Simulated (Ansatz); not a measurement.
BSiNH$_{4}$O: geometry relaxation

- system: BSiNH$_{4}$O
- method: RKS PBE0-D4/6-31G (Ansatz 0.2.0)

It belongs to a series of runs on one base structure; here: end point A relaxed. Figures and captions count atoms from 1; the log counts them from 0 in places.

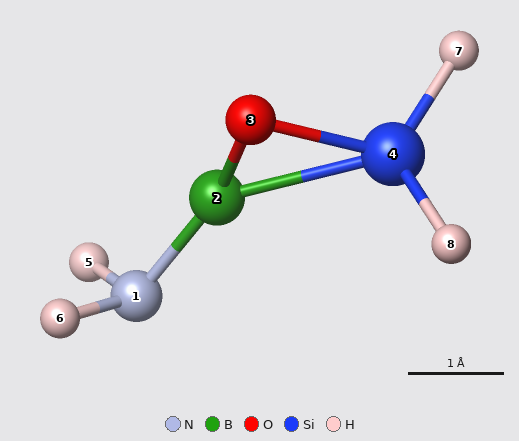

Fig. 1: The input geometry (ball-and-stick view, seen at a tilt; atoms are numbered from 1 in the order of the input).

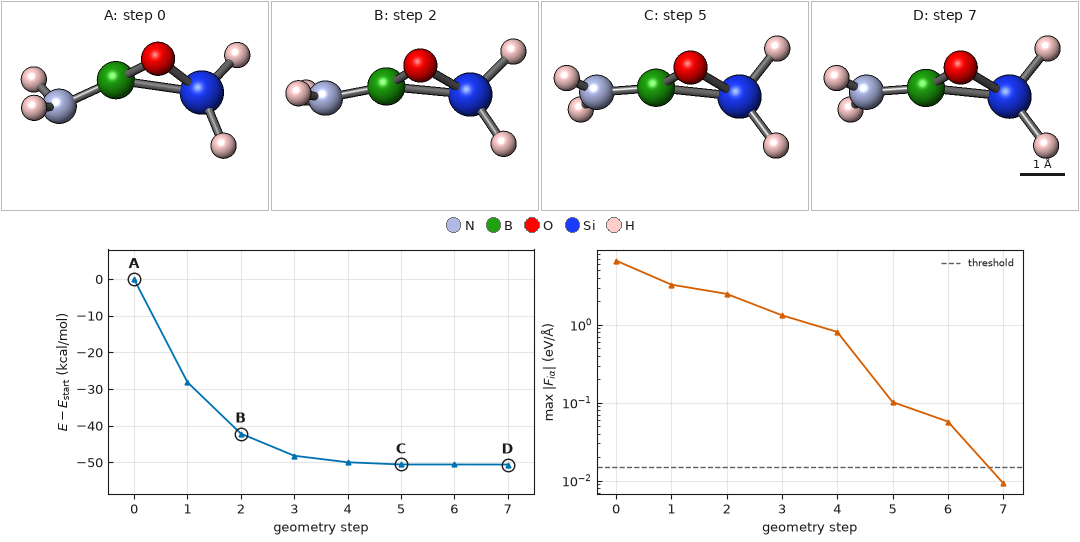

Fig. 2: Frames of the relaxation (ball-and-stick view, seen at a tilt) above the curves, on which the letters mark them (the first geometry is step 0 here and step 1 in the log).

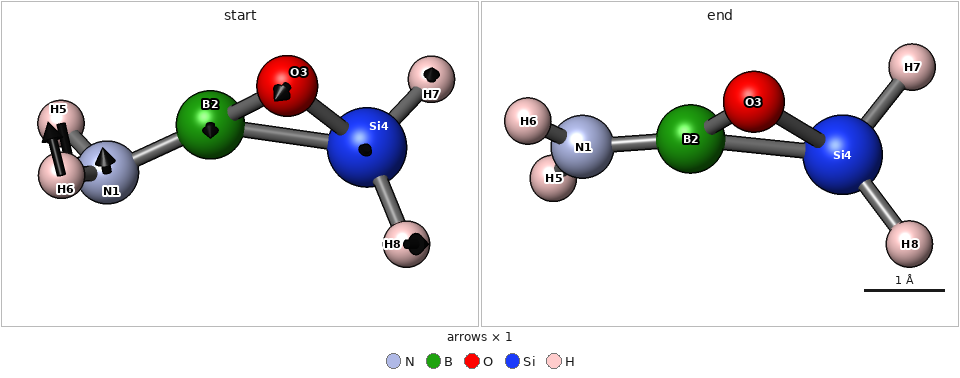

Fig. 3: Before (left) and after (right) the relaxation, at one scale (ball-and-stick view, seen at a tilt). The black arrows give the displacements, at true length. Over 7 geometry steps the energy falls by 50.6 kcal/mol. Largest force component: 6.7 eV/Å at the start, 0.0093 eV/Å at the end. The largest moves after the best rigid fit, 0.71 Å, are those of H5 and H6. By element the largest moves are H 0.71 Å, N 0.36 Å, O 0.33 Å, B 0.22 Å, Si 0.17 Å. Distances before and after: O3–Si4 1.639 → 1.894 Å, N1–H6 1.084 → 1.009 Å, B2–O3 1.443 → 1.374 Å, Si4–H7 1.432 → 1.501 Å. Among the angles that change: H7–Si4–H8 124.5° → 110.3°, O3–B2–Si4 54.2° → 66.6°, N1–B2–O3 148.5° → 136.6°. (Atoms are counted from 1 in the order of the input.)

The input that produced these results follows, with the program's output.

**The input**
```yaml
crystal:
  periodic: [false, false, false]
  atoms:
    - { symbol: "N", position_ang: [-0.8361, 1.4087, -0.5855] }
    - { symbol: B, position_ang: [0.113, 0.4383, -0.0689] }
    - { symbol: O, position_ang: [0.7571, -0.1648, 1.073] }
    - { symbol: Si, position_ang: [0.4991, -1.5035, 0.163] }
    - { symbol: H, position_ang: [-0.3606, 2.0728, -1.2675] }
    - { symbol: H, position_ang: [-1.1805, 2.0543, 0.2144] }
    - { symbol: H, position_ang: [1.6751, -2.0746, -0.4205] }
    - { symbol: H, position_ang: [-0.575, -2.2883, 0.8363] }
basis:
  gaussian: { orbitals: "6-31G" }
hamiltonian:
  xc: pbe0
  dispersion: d4
relax:
  f_tol: 0.015
  max_steps: 40
```

Run as:
```bash
ansatz run input.yaml --threads 1 --pin off --max-ram 2048MiB --backend cpu --events-out ev --progress --plain --runs-dir out
```

**Log**
```
The last accepted step is kept in [file] (removed where the run ends without a failure and the disk answers)
Engine: ansatz 0.2.0, aarch64-unknown-linux-gnu
Functional definition: PBE0
  parameter a = 0.25
  parameter kappa = 0.804
  parameter beta = 0.06672455060314922
  exchange = (1 - a)*pbe_x(kappa = kappa, mu = beta*pi^2/3) + a*exact_x
  correlation = pbe_c(beta = beta)
647 factors; integrals over basis functions are off by at most 1.6e-4 eV
mean field evaluation 1: about -12137.3264 eV, gradient 6.0e1 eV
mean field evaluation 2: about -12121.3072 eV, gradient 1.1e2 eV
mean field evaluation 4: about -12144.2474 eV, gradient 6.4e0 eV
mean field evaluation 8: about -12144.3898 eV, gradient 3.7e-2 eV
mean field evaluation 16: about -12144.3898 eV, gradient 1.5e-5 eV
mean field -12144.38977351 eV, -446.2980924134 hartree, gradient 1.5e-5 eV, S^2 0.000000; 0 other end points of the search recorded, 0 dependent functions left out
the calculation of the forces begins
reference -12144.38979795 eV, -446.2980933115 hartree; 19, 19 occupied and 29, 29 virtual orbitals, 647 factors
relax step   1: F+E_penalty+E_count = -12144.50234725 eV  Δ(F+E_penalty+E_count) = +0.000e0 eV  max|allowed force component| = 6.664e0 eV/Å  Δτ_max = 0.0000 Å  (26 SCF iters, accepted)
these checks for a lower state are left out or cut short: starts, cluster_reference, orbital_swaps, neighbouring_geometries, increment
647 factors; integrals over basis functions are off by at most 1.6e-4 eV
mean field -12145.60933973 eV, -446.3429106454 hartree, gradient 1.1e-5 eV, S^2 0.000000; 0 other end points of the search recorded, 0 dependent functions left out
the calculation of the forces begins
reference -12145.60936442 eV, -446.3429115527 hartree; 19, 19 occupied and 29, 29 virtual orbitals, 647 factors
relax step   2: F+E_penalty+E_count = -12145.72117854 eV  Δ(F+E_penalty+E_count) = -1.219e0 eV  max|allowed force component| = 3.279e0 eV/Å  Δτ_max = 0.1953 Å  (30 SCF iters, accepted)
these checks for a lower state are left out or cut short: starts, cluster_reference, orbital_swaps, neighbouring_geometries, increment
647 factors; integrals over basis functions are off by at most 1.7e-4 eV
mean field -12146.21699035 eV, -446.3652413936 hartree, gradient 1.3e-5 eV, S^2 0.000000; 0 other end points of the search recorded, 0 dependent functions left out
the calculation of the forces begins
reference -12146.21701505 eV, -446.3652423015 hartree; 19, 19 occupied and 29, 29 virtual orbitals, 647 factors
relax step   3: F+E_penalty+E_count = -12146.32889209 eV  Δ(F+E_penalty+E_count) = -6.077e-1 eV  max|allowed force component| = 2.494e0 eV/Å  Δτ_max = 0.1946 Å  (30 SCF iters, accepted)
these checks for a lower state are left out or cut short: starts, cluster_reference, orbital_swaps, neighbouring_geometries, increment
647 factors; integrals over basis functions are off by at most 1.7e-4 eV
mean field evaluation 32: about -12146.4212 eV, gradient 2.2e-1 eV
mean field -12146.47849486 eV, -446.3748515071 hartree, gradient 1.3e-5 eV, S^2 0.000000; 0 other end points of the search recorded, 0 dependent functions left out
the calculation of the forces begins
reference -12146.47851951 eV, -446.3748524132 hartree; 19, 19 occupied and 29, 29 virtual orbitals, 647 factors
relax step   4: F+E_penalty+E_count = -12146.59081869 eV  Δ(F+E_penalty+E_count) = -2.619e-1 eV  max|allowed force component| = 1.325e0 eV/Å  Δτ_max = 0.2000 Å  (31 SCF iters, accepted)
these checks for a lower state are left out or cut short: starts, cluster_reference, orbital_swaps, neighbouring_geometries, increment
647 factors; integrals over basis functions are off by at most 1.8e-4 eV
mean field -12146.55513446 eV, -446.3776679607 hartree, gradient 1.2e-5 eV, S^2 0.000000; 0 other end points of the search recorded, 0 dependent functions left out
the calculation of the forces begins
reference -12146.55515837 eV, -446.3776688394 hartree; 19, 19 occupied and 29, 29 virtual orbitals, 647 factors
relax step   5: F+E_penalty+E_count = -12146.66797156 eV  Δ(F+E_penalty+E_count) = -7.715e-2 eV  max|allowed force component| = 8.100e-1 eV/Å  Δτ_max = 0.1654 Å  (31 SCF iters, accepted)
these checks for a lower state are left out or cut short: starts, cluster_reference, orbital_swaps, neighbouring_geometries, increment
647 factors; integrals over basis functions are off by at most 1.8e-4 eV
mean field -12146.58178843 eV, -446.3786474760 hartree, gradient 1.2e-5 eV, S^2 0.000000; 0 other end points of the search recorded, 0 dependent functions left out
the calculation of the forces begins
reference -12146.58181281 eV, -446.3786483718 hartree; 19, 19 occupied and 29, 29 virtual orbitals, 647 factors
relax step   6: F+E_penalty+E_count = -12146.69441889 eV  Δ(F+E_penalty+E_count) = -2.645e-2 eV  max|allowed force component| = 1.021e-1 eV/Å  Δτ_max = 0.0600 Å  (31 SCF iters, accepted)
these checks for a lower state are left out or cut short: starts, cluster_reference, orbital_swaps, neighbouring_geometries, increment
647 factors; integrals over basis functions are off by at most 1.8e-4 eV
mean field -12146.58189074 eV, -446.3786512359 hartree, gradient 1.9e-5 eV, S^2 0.000000; 0 other end points of the search recorded, 0 dependent functions left out
the calculation of the forces begins
reference -12146.58191504 eV, -446.3786521289 hartree; 19, 19 occupied and 29, 29 virtual orbitals, 647 factors
relax step   7: F+E_penalty+E_count = -12146.69448312 eV  Δ(F+E_penalty+E_count) = -6.423e-5 eV  max|allowed force component| = 5.736e-2 eV/Å  Δτ_max = 0.0271 Å  (31 SCF iters, accepted)
these checks for a lower state are left out or cut short: starts, cluster_reference, orbital_swaps, neighbouring_geometries, increment
647 factors; integrals over basis functions are off by at most 1.8e-4 eV
mean field evaluation 64: about -12146.5827 eV, gradient 2.1e-5 eV
mean field -12146.58269680 eV, -446.3786808579 hartree, gradient 2.1e-5 eV, S^2 0.000000; 0 other end points of the search recorded, 0 dependent functions left out
the calculation of the forces begins
reference -12146.58272115 eV, -446.3786817526 hartree; 19, 19 occupied and 29, 29 virtual orbitals, 647 factors
relax step   8: F+E_penalty+E_count = -12146.69526763 eV  Δ(F+E_penalty+E_count) = -7.845e-4 eV  max|allowed force component| = 9.295e-3 eV/Å  Δτ_max = 0.0163 Å  (24 SCF iters, accepted)
647 factors; integrals over basis functions are off by at most 1.8e-4 eV
mean field -12146.58269680 eV, -446.3786808579 hartree, gradient 2.1e-5 eV, S^2 0.000000; 1 other end points of the search recorded, 0 dependent functions left out
the calculation of the forces begins
reference -12146.58272115 eV, -446.3786817526 hartree; 19, 19 occupied and 29, 29 virtual orbitals, 647 factors
Total energy: -12146.69529198 eV, -446.3828186545 hartree
Atom 0 at    -0.566399     1.593962    -0.435739 Å, force     0.003639     0.000393     0.006221 eV/Å
Atom 1 at    -0.076633     0.392402     0.054099 Å, force    -0.003070    -0.005676    -0.008519 eV/Å
Atom 2 at     0.438157    -0.064495     1.242754 Å, force     0.003913    -0.001833     0.009295 eV/Å
Atom 3 at     0.423944    -1.500019     0.006909 Å, force     0.001697    -0.006292     0.001540 eV/Å
Atom 4 at    -0.904726     1.696353    -1.377155 Å, force    -0.000458     0.000901    -0.003933 eV/Å
Atom 5 at    -0.605495     2.425779     0.134711 Å, force    -0.003609     0.006897    -0.002063 eV/Å
Atom 6 at     1.825032    -1.992202    -0.211641 Å, force    -0.002576     0.003052    -0.001644 eV/Å
Atom 7 at    -0.441780    -2.608881     0.530361 Å, force     0.000463     0.002560    -0.000896 eV/Å
Dipole moment:    -0.230053     0.228574    -0.510576 e Å
```

**Trajectory as extended XYZ (Å, eV, eV/Å), 8 frames, from step=1 to step=8**
```
8
Properties=species:S:1:pos:R:3:forces:R:3 step=1 energy=-12144.50235
N    -0.8361    1.4087   -0.5855    2.0021   2.9331   2.3398
B     0.1130    0.4383   -0.0689   -0.3635  -2.7820  -0.1390
O     0.7571   -0.1648    1.0730   -0.0701   6.6638   2.8545
Si    0.4991   -1.5035    0.1630   -2.0356  -2.8422  -3.8263
H    -0.3606    2.0728   -1.2675   -1.1376  -1.2880   0.3235
H    -1.1805    2.0543    0.2144    0.3008  -1.0446  -1.4408
H     1.6751   -2.0746   -0.4205    1.0790  -1.0046  -0.1072
H    -0.5750   -2.2883    0.8363    0.2248  -0.6355  -0.0044
8
Properties=species:S:1:pos:R:3:forces:R:3 step=2 energy=-12145.72118
N    -0.8132    1.5091   -0.4867    2.4155   1.1973   0.0299
B     0.0264    0.3963   -0.0844   -0.8225  -0.2316   0.2100
O     0.6589   -0.1014    1.0792   -0.3659   3.2789   1.2902
Si    0.4800   -1.5029    0.0929   -0.6267  -1.9641  -1.9945
H    -0.4476    2.0022   -1.3655   -1.3499  -1.0941   1.4407
H    -1.0648    2.2059    0.2562    0.3201  -0.7863  -0.9246
H     1.7496   -2.1473   -0.3310    0.2197  -0.1965   0.0972
H    -0.4973   -2.4191    0.7835    0.2098  -0.2036  -0.1488
8
Properties=species:S:1:pos:R:3:forces:R:3 step=3 energy=-12146.32889
N    -0.7115    1.5765   -0.4189    1.5134  -0.4283  -2.4939
B    -0.0202    0.3809   -0.0655   -0.7525   1.0850   0.4622
O     0.5351   -0.0398    1.1346   -0.0646   0.5177   0.2529
Si    0.4632   -1.5021    0.0368    0.0132  -0.9432  -0.3864
H    -0.6032    1.9064   -1.4324   -0.7826  -0.6524   2.2466
H    -0.9199    2.2933    0.2575    0.0870   0.1252   0.0569
H     1.7876   -2.1606   -0.2814   -0.1007   0.2327   0.0906
H    -0.4391   -2.5116    0.7136    0.0867   0.0633  -0.2290
8
Properties=species:S:1:pos:R:3:forces:R:3 step=4 energy=-12146.59082
N    -0.6652    1.5688   -0.4253    0.6144   0.1854  -1.0365
B    -0.0481    0.3914    0.0119   -0.4255   0.3082  -0.3309
O     0.4906   -0.0501    1.1933    0.0589   0.2588   0.4803
Si    0.4508   -1.4935    0.0224   -0.0316  -0.4622  -0.2873
H    -0.7621    1.7988   -1.4323   -0.1585  -0.3858   1.3253
H    -0.7360    2.3553    0.2092   -0.0859   0.0026  -0.1437
H     1.8083   -2.0808   -0.2427    0.0161   0.1146   0.0467
H    -0.4463   -2.5470    0.6079    0.0122  -0.0216  -0.0540
8
Properties=species:S:1:pos:R:3:forces:R:3 step=5 energy=-12146.66797
N    -0.5687    1.5936   -0.4340    0.0165  -0.1847  -0.1145
B    -0.0790    0.3858    0.0372    0.2662   0.0346   0.7298
O     0.4486   -0.0753    1.2338   -0.3246   0.0918  -0.8100
Si    0.4077   -1.5040   -0.0481    0.1728  -0.0116   0.4980
H    -0.8886    1.7063   -1.3794   -0.0600   0.0818  -0.0393
H    -0.6183    2.4086    0.1548   -0.0055   0.1154   0.0260
H     1.8210   -1.9868   -0.1849    0.0098  -0.0430  -0.1595
H    -0.4307   -2.5853    0.5649   -0.0752  -0.0844  -0.1304
8
Properties=species:S:1:pos:R:3:forces:R:3 step=6 energy=-12146.69442
N    -0.5665    1.5899   -0.4364    0.0252   0.0715   0.0613
B    -0.0731    0.3926    0.0583   -0.0737  -0.0132  -0.1021
O     0.4337   -0.0607    1.2482    0.0701  -0.0738   0.0734
Si    0.4237   -1.4998    0.0096   -0.0242   0.0683  -0.0133
H    -0.9012    1.6914   -1.3786   -0.0082   0.0017  -0.0218
H    -0.6039    2.4226    0.1342   -0.0175  -0.0092  -0.0353
H     1.8221   -1.9864   -0.2204    0.0394  -0.0194   0.0190
H    -0.4427   -2.6067    0.5293   -0.0111  -0.0259   0.0188
8
Properties=species:S:1:pos:R:3:forces:R:3 step=7 energy=-12146.69448
N    -0.5675    1.5937   -0.4354   -0.0226  -0.0023  -0.0012
B    -0.0763    0.3923    0.0522    0.0574   0.0190  -0.0133
O     0.4509   -0.0620    1.2361   -0.0440  -0.0034   0.0212
Si    0.4264   -1.4984    0.0020    0.0194  -0.0484   0.0235
H    -0.9093    1.6972   -1.3753   -0.0037  -0.0008  -0.0085
H    -0.6115    2.4227    0.1382    0.0061   0.0232   0.0036
H     1.8270   -2.0012   -0.1982   -0.0149   0.0148  -0.0306
H    -0.4476   -2.6015    0.5246    0.0024  -0.0020   0.0053
8
Properties=species:S:1:pos:R:3:forces:R:3 step=8 energy=-12146.69527
N    -0.5664    1.5940   -0.4357    0.0036   0.0004   0.0062
B    -0.0766    0.3924    0.0541   -0.0031  -0.0057  -0.0085
O     0.4382   -0.0645    1.2428    0.0039  -0.0018   0.0093
Si    0.4239   -1.5000    0.0069    0.0017  -0.0063   0.0015
H    -0.9047    1.6964   -1.3772   -0.0005   0.0009  -0.0039
H    -0.6055    2.4258    0.1347   -0.0036   0.0069  -0.0021
H     1.8250   -1.9922   -0.2116   -0.0026   0.0031  -0.0016
H    -0.4418   -2.6089    0.5304    0.0005   0.0026  -0.0009
```

**Results in brief**

| quantity | value |
| --- | --- |
| outcome | converged |
| total energy | −12146.6953 eV |
| mean-field energy | −12146.5827 eV |
| largest force (length of the vector) at the end | 0.011 eV/Å |
| hardware | 1 thread of Arm Neoverse N1, 24 GiB of memory available, shared host |
| wall time | 36 s |
| peak memory | 0.15 GiB |
